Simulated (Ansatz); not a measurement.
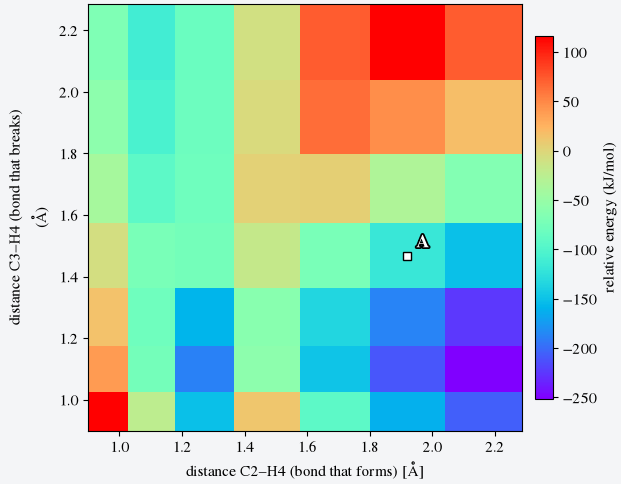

The reacting system C2H6ClIn (fragments C₂H₆ClIn where the first distance is long, CH₂ClIn + CH₄ where the second is long). 
- The first coordinate is: distance C2–H4 (bond that forms); the second: distance C3–H4 (bond that breaks).
- Relaxed at each point: all other coordinates.
- Grid: 7 × 7 points.
- Points are written as (first, second).
- Energies: kJ/mol, counted from a guessed transition structure relaxed with its forming and breaking bonds held.
- Energies and slopes of some neighbouring points disagree (a jump in structure or state, or too coarse a mesh). The reference is spin-restricted, so regions where a bond is pulled apart into radicals lie too high.
- The calculation used RKS PBE0-D4/def2-SVP (Ansatz).

The picture shows one coloured cell a grid point, the point A.

**Is A at rest? If not, where is it pushed?**

A, at (1.918 Å, 1.468 Å), is not a stationary point. The computed force is 167 kJ/mol for each Å towards larger values of the first coordinate and 380 kJ/mol for each Å towards smaller values of the second coordinate.
